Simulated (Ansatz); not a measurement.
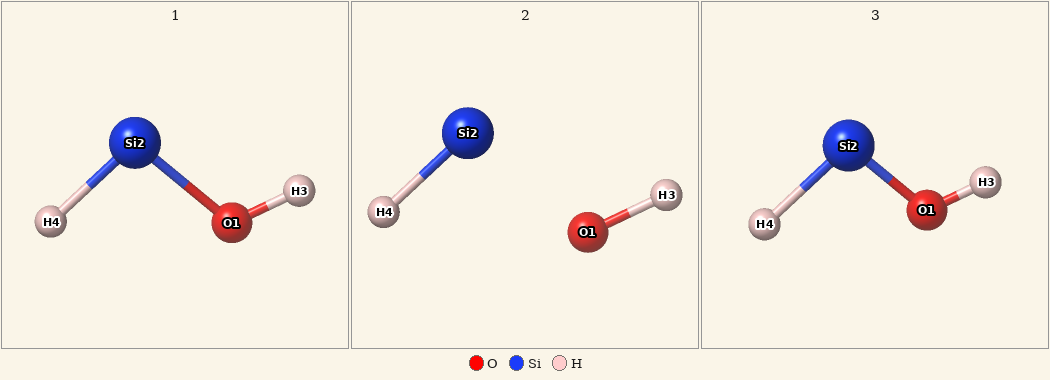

H2OSi, SMILES O[SiH]. The first coordinate is: bond length O1–Si2; the second: bond length O1–H3. Nothing is relaxed (all other coordinates rigid). The grid has 15 × 15 points. Points are written as (first, second). All energies are given in kJ/mol relative to the relaxed molecule at the same level. The restricted reference is unstable at some or all points, so the energies there are unreliable. Method: RHF-MP2, frozen core/def2-TZVP in Ansatz 0.2.0.

The numbered pictures are structures from this grid.

Which is the most stable, and how do the others follow?

1, at (1.688 Å, 0.970 Å): 0.8 kJ/mol; 2, at (2.092 Å, 1.129 Å): 179 kJ/mol; 3, at (1.364 Å, 0.843 Å): 284 kJ/mol.

The map, with the structures marked:

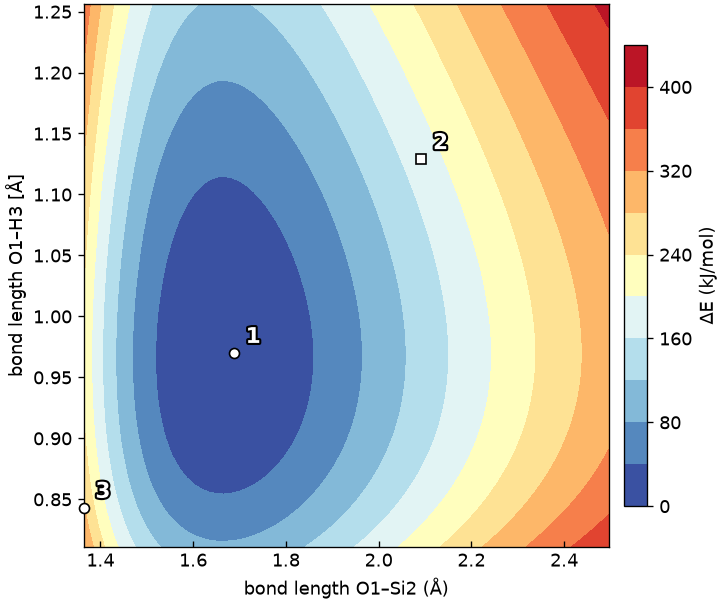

Drawn: filled contours. Between grid points the surface is interpolated.
